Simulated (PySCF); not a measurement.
C6H13OP

Input

```
{"job": {"kind": "nmr", "xc": "PBE0", "basis": "pcSseg-1"}, "charge": 0, "multiplicity": 1}
C      2.626020     0.365946     0.654143
C      1.914945    -0.223658    -0.553978
P      0.216249     0.490107    -0.622977
O      0.182400     1.954818    -0.665341
C     -0.879310    -0.436278    -1.801699
C     -1.896198    -0.638607    -0.658646
C     -0.963302    -0.368299     0.544346
C     -1.538599     0.484947     1.654720
H      2.613311     1.452017     0.587550
H      3.659519     0.028876     0.706537
H      2.115540     0.076808     1.571762
H      2.417593     0.065433    -1.480558
H      1.862291    -1.310917    -0.504389
H     -0.450692    -1.373473    -2.150697
H     -1.249378     0.131771    -2.652289
H     -2.672454     0.124837    -0.702712
H     -2.371167    -1.619456    -0.648088
H     -0.555244    -1.301982     0.936187
H     -1.731128     1.487774     1.276266
H     -2.471190     0.061412     2.025286
H     -0.838128     0.564866     2.484104
```

Launched as:

```sh
OMP_NUM_THREADS=1 python probes_run.py task.json out
```

Geometry: GFN2-xTB.

Computed with PBE0/pcSseg-1, SCF density, gas phase, non-relativistic (PySCF 2.14.0).

**What can the converged electron density and electron localisation function tell about the bonding?**

P–O (1.47 Å): ρ is about 1.9 e/Å³ halfway; the ELF peaks at about 0.80 between the atoms (a polar covalent bond).
C–P (1.84 Å): ρ at the midpoint is about 1.2 e/Å³; the ELF peaks at about 0.95 between the atoms (a covalent bond).
C–H (1.09 Å): the density is about 2 e/Å³ at the midpoint; the ELF climbs to about 1 towards the hydrogen, as it does in any bond to H: an ordinary covalent bond to hydrogen.

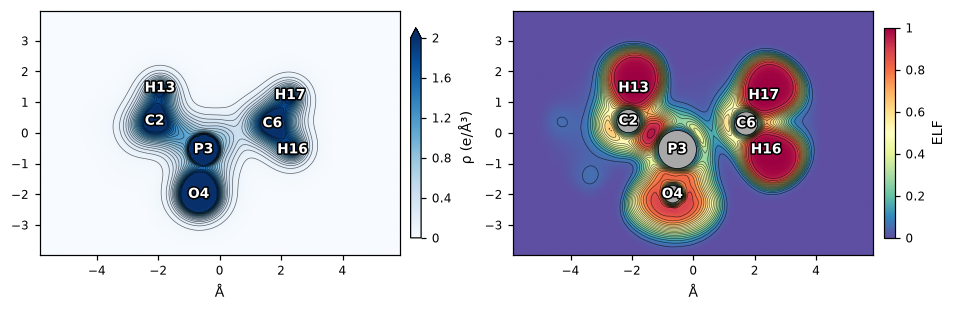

Computed electron density and electron localisation function on the plane of atoms P3, C2 and H13, in this order. Grey discs cover the atomic cores in the ELF map. 
